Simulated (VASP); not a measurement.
Band structure of AgI (wurtzite). These are modified Becke-Johnson potential (mBJ), VASP's PBE PAW potentials (set 64) (plane waves; VASP) values and carry that method's errors.

mBJ is a potential without an energy functional, so only the levels count. Unless said otherwise, spin-orbit coupling is left out, though it shifts the bands of the heavy elements here.

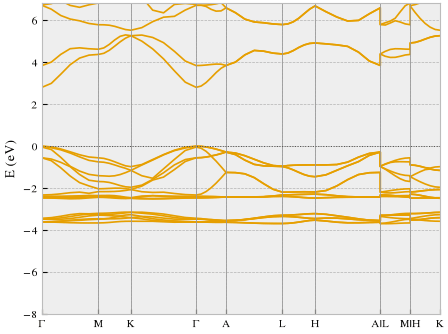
Fig. 1. Bands along high-symmetry lines, zero at the valence-band maximum or, without a gap, the Fermi level

Problem. Read the plot: is there a gap, and where are the band edges?

Solution. The gap is direct, 2.81 eV, from the valence maximum at Γ to the conduction minimum at Γ.

The compound is AgI in the wurtzite structure. It was relaxed first, which changed the volume by +6 %. The cell's shape comes from a PBE relaxation.
